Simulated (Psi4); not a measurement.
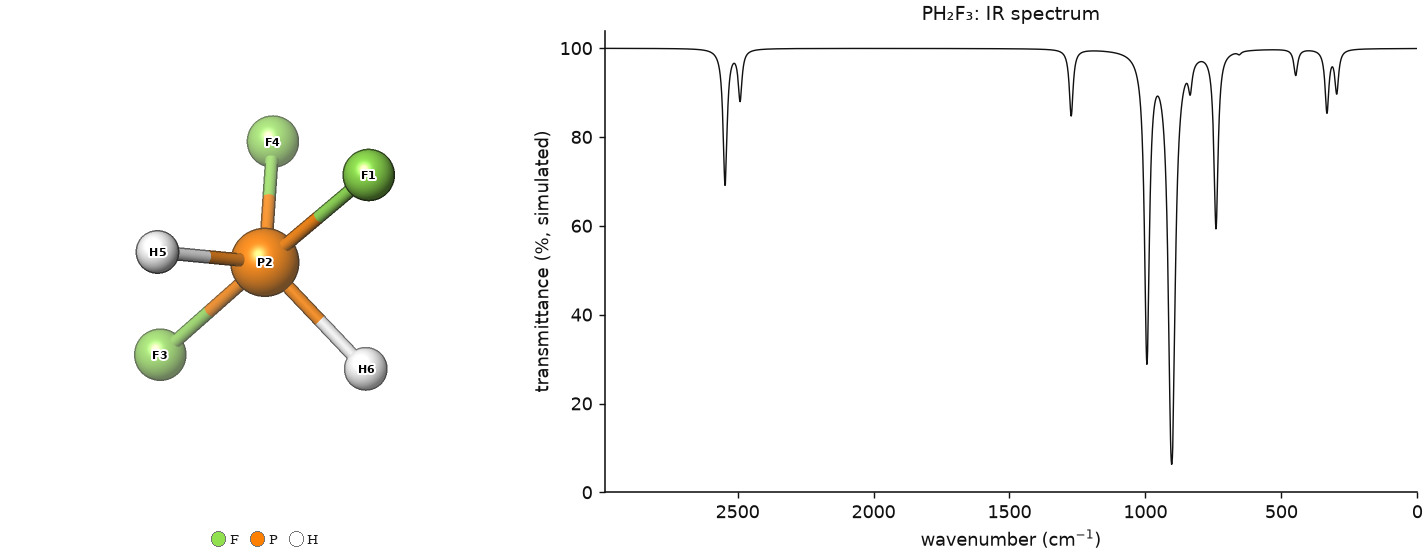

Infrared spectrum of PH₂F₃, SMILES F[PH2](F)F. Unscaled harmonic wavenumbers and double-harmonic intensities, B3LYP/def2-SVP with Psi4 1.11, at a geometry relaxed at this level, isolated molecule. Lorentzian lines of 16 cm⁻¹ full width. Close modes add up in the curve.

Which lines are the most intense?

Answer. 903.2 cm⁻¹ (427.5 km/mol), 994.3 cm⁻¹ (189.6 km/mol) and 740.3 cm⁻¹ (79.6 km/mol).

List the modes.

Answer.
```csv
cm⁻¹,km/mol
296.3,15.7
332.2,23.8
447.1,9.5
654.7,1.0
740.3,79.6
835.2,10.4
903.2,427.5
994.3,189.6
1200.5,0.0
1272.9,25.3
2490.8,18.7
2545.9,56.9
```

Known limits of this run: double-zeta basis.
